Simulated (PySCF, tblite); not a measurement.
# C₄H₆NSi radical: geometry, infrared bands and EPR parameters

Aim: predict the infrared bands and EPR parameters of C₄H₆NSi radical (`C#C[SiH2]CC=[N]`).

The runs use tblite 0.8.0 and PySCF 2.14.0, with density-fitted response routines of our own; the level of theory stands in each step. All values are computed, except where a source is named. Atoms count from 0, in the outputs and in this text.

## Step 1: The starting structure

12 atoms, charge 0, multiplicity 2; geometry from: force field or distance geometry start.

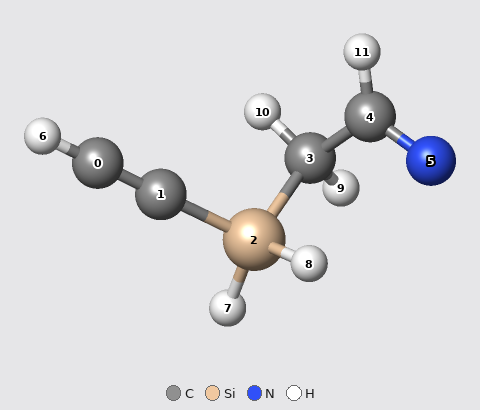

As it starts; carbon grey, silicon light orange, nitrogen blue, hydrogen white, atoms numbered.

## Step 2: Geometry optimisation with GFN2-xTB

What the job is given:

```
{"job": {"kind": "relax", "xc": "GFN2-xTB", "basis": "xTB"}, "charge": 0, "multiplicity": 2}
C      2.864400    -0.452800     0.292600
C      1.819000     0.003400    -0.152400
Si     0.266500     0.656100    -0.801800
C     -1.116500    -0.520000    -0.312600
C     -1.674200    -0.015800     1.008500
N     -2.295800     1.121900     0.991400
H      3.782200    -0.840900     0.677800
H      0.431100     0.721000    -2.254800
H     -0.043500     1.934000    -0.178700
H     -1.852400    -0.517400    -1.107900
H     -0.621600    -1.493800    -0.116600
H     -1.558100    -0.596500     1.928500
```

Run with:

```sh
> OMP_NUM_THREADS=1 python probes_run.py task.json out
```

One launch serves the whole session: the jobs run in the order shown.

Standard output:

```text
step      E/eV     max force
  0    -437.16752    4.636
  1    -437.18019    7.081
  2    -437.42997    3.270
  3    -437.43536    2.865
  4    -437.51793    0.483
  5    -437.54116    0.611
  6    -437.57318    0.762
  7    -437.58313    0.324
  8    -437.58696    0.178
  9    -437.59191    0.318
 10    -437.59586    0.371
 11    -437.59995    0.246
 12    -437.60340    0.268
 13    -437.60635    0.276
 14    -437.60863    0.193
 15    -437.61020    0.127
 16    -437.61131    0.097
 17    -437.61255    0.166
 18    -437.61442    0.236
 19    -437.61695    0.280
 20    -437.61951    0.237
 21    -437.62147    0.121
 22    -437.62264    0.096
 23    -437.62338    0.097
 24    -437.62403    0.082
 25    -437.62452    0.081
 26    -437.62497    0.077
 27    -437.62556    0.110
 28    -437.62637    0.117
 29    -437.62734    0.092
 30    -437.62833    0.088
 31    -437.62939    0.095
 32    -437.63089    0.124
 33    -437.63371    0.174
 34    -437.63828    0.289
 35    -437.64271    0.333
 36    -437.63833    1.098
 37    -437.64787    0.231
 38    -437.64937    0.184
 39    -437.65051    0.098
 40    -437.65186    0.274
 41    -437.65301    0.280
 42    -437.65531    0.157
 43    -437.65644    0.091
 44    -437.65727    0.057
 45    -437.65778    0.062
 46    -437.65811    0.137
 47    -437.65849    0.058
 48    -437.65883    0.045
 49    -437.65931    0.071
 50    -437.65985    0.103
 51    -437.66085    0.117
 52    -437.66175    0.124
 53    -437.66239    0.109
 54    -437.66287    0.073
 55    -437.66337    0.069
 56    -437.66387    0.067
 57    -437.66435    0.103
 58    -437.66485    0.106
 59    -437.66546    0.082
 60    -437.66617    0.080
 61    -437.66676    0.047
 62    -437.66710    0.102
 63    -437.66735    0.063
 64    -437.66769    0.063
 65    -437.66837    0.057
 66    -437.66878    0.045
 67    -437.66914    0.051
 68    -437.66944    0.060
 69    -437.66978    0.052
 70    -437.67017    0.058
 71    -437.67052    0.068
 72    -437.67080    0.057
 73    -437.67107    0.056
 74    -437.67137    0.050
 75    -437.67179    0.088
 76    -437.67242    0.090
 77    -437.67319    0.107
 78    -437.67396    0.103
 79    -437.67456    0.088
 80    -437.67488    0.090
 81    -437.67505    0.037
 82    -437.67522    0.033
 83    -437.67556    0.037
 84    -437.67579    0.027
 85    -437.67598    0.034
 86    -437.67609    0.030
 87    -437.67618    0.028
 88    -437.67627    0.033
 89    -437.67642    0.046
 90    -437.67667    0.062
 91    -437.67704    0.065
 92    -437.67742    0.042
 93    -437.67766    0.067
 94    -437.67782    0.044
 95    -437.67801    0.055
 96    -437.67834    0.057
 97    -437.67916    0.064
 98    -437.67987    0.068
 99    -437.68051    0.048
100    -437.68092    0.042
101    -437.68126    0.057
102    -437.68172    0.088
103    -437.68214    0.066
104    -437.68273    0.045
105    -437.68309    0.052
106    -437.68324    0.104
107    -437.68346    0.053
108    -437.68367    0.023
109    -437.68377    0.046
110    -437.68383    0.056
111    -437.68394    0.052
112    -437.68401    0.046
113    -437.68406    0.018
114    -437.68408    0.016
115    -437.68409    0.012
116    -437.68409    0.009
```

Wall time 0.46 s (1 thread of Arm Neoverse V2, shared host).

Along the way: (not every step is listed)

| step | energy from step 0 (eV) | largest force (eV/Å) |
| --- | --- | --- |
| 0 | 0.0000 | 4.6365 |
| 1 | -0.0127 | 7.0814 |
| 2 | -0.2625 | 3.2701 |
| 3 | -0.2678 | 2.8648 |
| 4 | -0.3504 | 0.4829 |
| 5 | -0.3736 | 0.6113 |
| 6 | -0.4057 | 0.7619 |
| 7 | -0.4156 | 0.3240 |
| 8 | -0.4194 | 0.1776 |
| 18 | -0.4469 | 0.2357 |
| 28 | -0.4588 | 0.1174 |
| 38 | -0.4818 | 0.1837 |
| 48 | -0.4913 | 0.0448 |
| 58 | -0.4973 | 0.1055 |
| 68 | -0.5019 | 0.0604 |
| 78 | -0.5064 | 0.1027 |
| 88 | -0.5087 | 0.0327 |
| 98 | -0.5123 | 0.0685 |
| 108 | -0.5161 | 0.0233 |
| 111 | -0.5164 | 0.0517 |
| 112 | -0.5165 | 0.0456 |
| 113 | -0.5165 | 0.0178 |
| 114 | -0.5166 | 0.0157 |
| 115 | -0.5166 | 0.0119 |
| 116 | -0.5166 | 0.0090 |

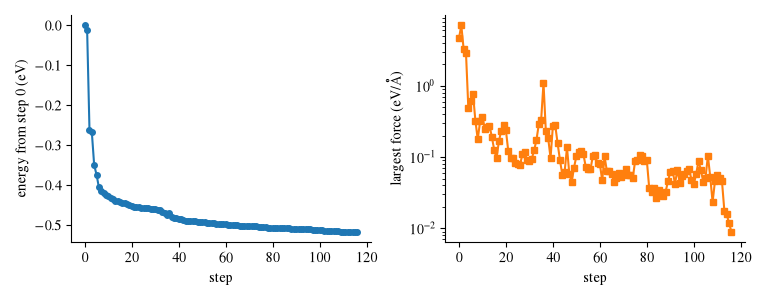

Energy and largest force along the relaxation.

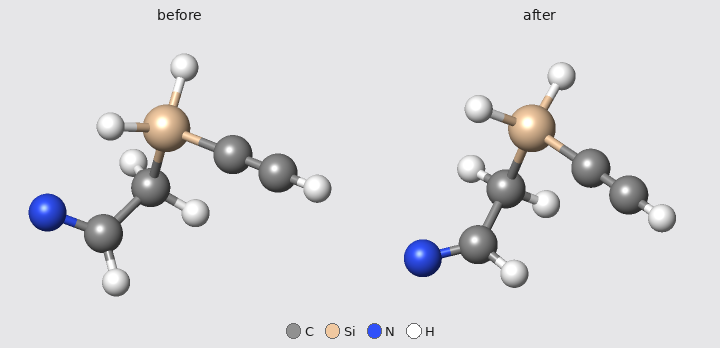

Before and after, at one scale.

Distances of close pairs at the start and the end, largest changes first:

| bond | before (Å) | after (Å) | change (Å) |
| --- | --- | --- | --- |
| C4–N5 | 1.297 | 1.220 | -0.076 |
| C1–Si2 | 1.805 | 1.850 | +0.045 |
| Si2–C3 | 1.880 | 1.917 | +0.037 |
| C0–C1 | 1.224 | 1.203 | -0.021 |
| C3–H10 | 1.110 | 1.090 | -0.020 |
| C3–C4 | 1.520 | 1.503 | -0.017 |
| C0–H6 | 1.068 | 1.053 | -0.016 |
| C4–H11 | 1.094 | 1.102 | +0.007 |

The end geometry stands in the next job.

## Step 3: Vibrational analysis with GFN2-xTB

What the job is given:

```
{"job": {"kind": "ir", "xc": "GFN2-xTB", "basis": "xTB"}, "charge": 0, "multiplicity": 2}
C      2.660522    -0.384001     0.622228
C      1.737909     0.036811    -0.024792
Si     0.298291     0.674665    -0.996766
C     -1.218710    -0.345530    -0.418971
C     -1.429556    -0.143095     1.054917
N     -2.284837     0.540711     1.593052
H      3.471493    -0.750043     1.184709
H      0.511512     0.397948    -2.421397
H      0.096932     2.094205    -0.709268
H     -2.115654    -0.034117    -0.952912
H     -1.049338    -1.405475    -0.608761
H     -0.677366    -0.682764     1.651933
```

Standard output:

```text
mode    cm-1     km/mol
  1      44.0      4.81
  2      86.4     12.45
  3     109.5      0.72
  4     215.1      2.28
  5     229.1      6.80
  6     305.4      7.44
  7     383.4     13.70
  8     474.4     74.86
  9     547.6      5.33
 10     645.1     19.19
 11     656.7     72.15
 12     684.4     14.68
 13     686.4     39.70
 14     722.7    209.23
 15     756.5    234.56
 16     806.7    160.04
 17     817.1     42.32
 18     975.7     27.80
 19    1056.1      6.49
 20    1160.3     37.44
 21    1196.1      3.32
 22    1445.8      3.23
 23    1805.4     39.18
 24    2204.8     44.76
 25    2233.4    320.10
 26    2277.7    251.74
 27    2756.3     14.29
 28    2981.9     24.25
 29    3003.7     19.12
 30    3353.0      0.27
```

Run time: 0.23 s. Hardware: 1 thread of Arm Neoverse V2, shared host.

Which atoms move in the most intense modes:

| cm⁻¹ | km/mol | atoms |
| --- | --- | --- |
| 474 | 74.9 | H7 35 %, H8 30 %, Si2 18 % |
| 657 | 72.2 | H7 31 %, H8 30 %, C3 13 % |
| 723 | 209.2 | Si2 31 %, C3 13 %, H10 11 % |
| 756 | 234.6 | H8 47 %, H7 42 % |
| 807 | 160.0 | H10 25 %, C3 21 %, H9 17 % |
| 2205 | 44.8 | C1 56 %, C0 34 % |
| 2233 | 320.1 | H7 96 % |
| 2278 | 251.7 | H8 96 % |

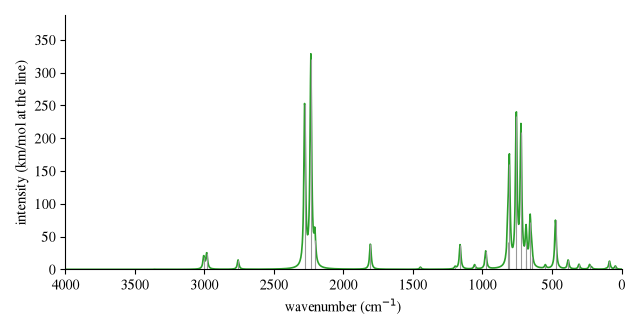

The infrared spectrum from these modes, unscaled. Lines are broadened to a width of 14 cm⁻¹ (Lorentzian).

## Step 4: EPR parameters: B3LYP/pcH-1

Same as in step 3 but for these lines:

```diff
@@ -1,2 +1,2 @@
-{"job": {"kind": "ir", "xc": "GFN2-xTB", "basis": "xTB"}, "charge": 0, "multiplicity": 2}
+{"job": {"kind": "epr", "basis": "pcH-1"}, "charge": 0, "multiplicity": 2}
 C      2.660522    -0.384001     0.622228
```

Method: UKS B3LYP, pcH-1 on C H N Si, non-relativistic, mean-field spin-orbit, GIAO.

Standard output:

```text
UKS, coarse grid
  cycle   1  E = -500.12099475  |g| = 3.49e-01
  cycle   2  E = -500.09367640  |g| = 4.31e-01
  cycle   3  E = -500.17930613  |g| = 1.12e-01
  cycle   4  E = -500.18390253  |g| = 4.62e-02
  cycle   5  E = -500.18497662  |g| = 7.91e-03
  cycle   6  E = -500.18501617  |g| = 6.39e-03
  cycle   7  E = -500.18503776  |g| = 3.16e-03
  cycle   8  E = -500.18504633  |g| = 1.52e-03
  cycle   9  E = -500.18504994  |g| = 5.31e-04
UKS, final grid
  cycle   1  E = -500.18506362  |g| = 5.96e-04
  cycle   2  E = -500.18506326  |g| = 1.15e-03
  cycle   3  E = -500.18506393  |g| = 2.30e-04
  cycle   4  E = -500.18506397  |g| = 1.08e-04
  cycle   5  E = -500.18506401  |g| = 6.55e-05
  cycle   6  E = -500.18506401  |g| = 2.68e-05
E = -500.18506401 Eh   <S^2> = 0.7583 (exact 0.7500)
g shifts (ppm)      1          2          3
  rmc          -209       -209       -209
  gc             53         -4          0
  oz_so        -718        195       2687
  total        -875        -18       2478
hyperfine (MHz)  atom isotope    a_iso     a_fc   dipolar eigenvalues
    0   13C       0.38       0.38     -0.52     -0.37      0.89
    1   13C       0.02       0.02     -0.30     -0.19      0.49
    2  29Si      10.90      10.91     -0.18     -0.01      0.19
    3   13C     104.34     104.37    -10.28     -9.51     19.78
    4   13C     -66.66     -66.67    -16.91     -0.31     17.22
    5   14N      21.94      21.98    -46.03    -36.10     82.13
    6    1H      -0.32      -0.32     -0.59     -0.41      1.00
    7    1H       3.12       3.12     -0.87     -0.62      1.49
    8    1H      -0.17      -0.17     -1.51     -1.32      2.83
    9    1H      -9.39      -9.38     -7.76     -1.97      9.73
   10    1H      -6.74      -6.74     -5.29     -2.38      7.66
   11    1H     253.52     253.52     -5.99     -2.90      8.89
```

It took 35 s on 1 thread of Arm Neoverse V2, shared host; peak memory 0.77 GiB.

Principal g values 2.00144, 2.00230, 2.00480; g(iso) = 2.00285, against 2.00232 for a free electron.

Mean a(iso) over the nuclei that a row names, and the largest dipolar term of the row (other rows stand at the frozen geometry):

| nuclei | isotope | a(iso) (MHz) | a(iso) (G, at g = 2.0023) | largest dipolar term (MHz) |
| --- | --- | --- | --- | --- |
| H11 | 1H | 253.5 | 90.5 | 8.9 |
| C3 | 13C | 104.3 | 37.2 | 19.8 |
| C4 | 13C | -66.7 | -23.8 | 17.2 |
| N5 | 14N | 21.9 | 7.8 | 82.1 |
| Si2 | 29Si | 10.9 | 3.9 | 0.2 |
| H9, H10 | 1H | -8.1 | -2.9 | 9.7 |
| H7, H8 | 1H | 1.5 | 0.5 | 2.8 |
| C0 | 13C | 0.4 | 0.1 | 0.9 |
| H6 | 1H | -0.3 | -0.1 | 1.0 |
| C1 | 13C | 0.0 | 0.0 | 0.5 |

Mulliken spin populations:

| atom | value (e) |
| --- | --- |
| C0 | 0.00 |
| C1 | 0.00 |
| Si2 | 0.00 |
| C3 | 0.09 |
| C4 | -0.17 |
| N5 | 0.94 |
| H6 | 0.00 |
| H7 | 0.00 |
| H8 | 0.00 |
| H9 | 0.00 |
| H10 | 0.00 |
| H11 | 0.13 |

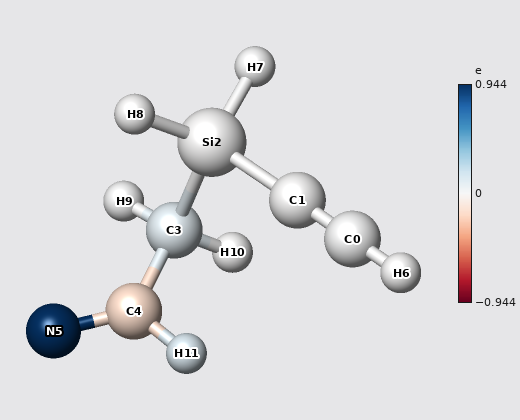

Mulliken spin populations, as colours on the atoms.

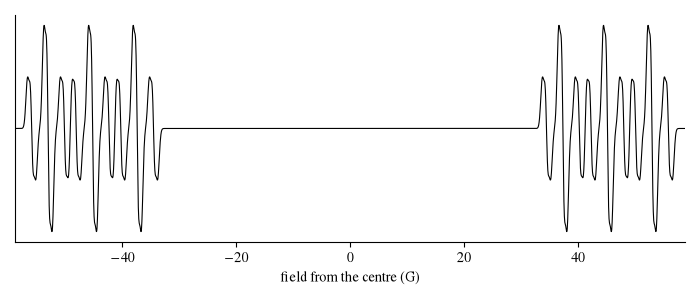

First-order isotropic spectrum (first derivative, main isotopes with spin only, couplings over 0.8 MHz, Gaussian width 0.3 G; couplings of the frozen geometry, rotation of groups not averaged beyond the rows shown).

The fields below are evaluated on a grid from the run's orbitals.

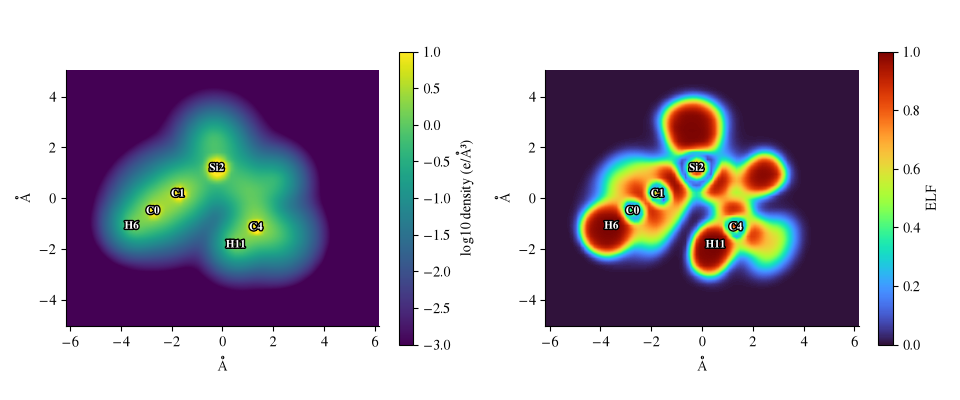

Density (left) and ELF (right) in a plane through or near 6 of the atoms.

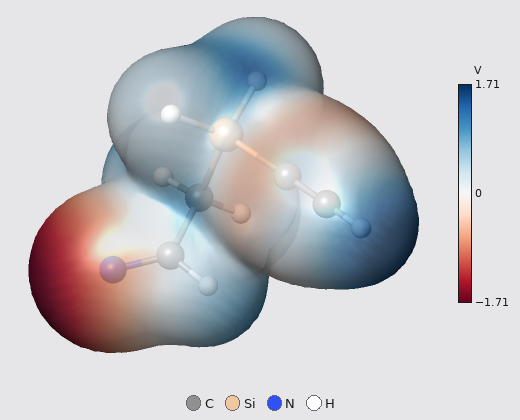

Electrostatic potential on the surface of density 0.002 e/bohr³; red is low, blue high. It runs from -1.71 V near N5 to 1.69 V near H6.

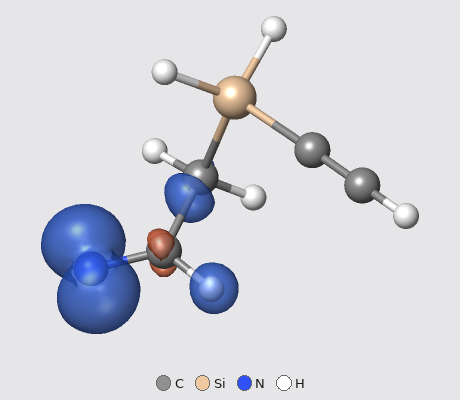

Spin density at ±0.07 e/Å³ (alpha excess blue, beta excess red).

## Step 5: What came out

| quantity | value |
| --- | --- |
| strongest single infrared mode (GFN2-xTB) | 2233 cm⁻¹, 320 km/mol |
| zero-point energy (GFN2-xTB) | 49.5 kcal/mol |
| g(iso) (B3LYP) | 2.00285 |
| ⟨S²⟩ | 0.758 (exact 0.75) |
| largest a(iso) (averaged by class) | 1H on H11, 253.5 MHz |
| potential on the surface of density 0.002 e/bohr³, 1st and 99th percentile | -1.71 V and 1.69 V |

Over 116 steps the energy fell by 0.517 eV; of the close pairs, C4–N5 changed most, 1.297 to 1.220 Å. No mode is imaginary among the 30: a minimum at this level. The strongest single mode, at 2233 cm⁻¹, moves mainly H7. GFN2-xTB is a fitted tight-binding method: band positions and strengths are rough. Its intensities can rank the bands wrongly. Most of the unpaired spin sits on N5 (0.94 e). The isotropic g lies 0.5 ppt above the free-electron value. These values are for one conformer; the search (at its own cheap level) found 2 more, at 0.01, 0.93 kcal/mol (those within 0.05 may be mirror or relabelled copies), and measured spectra average over such forms.
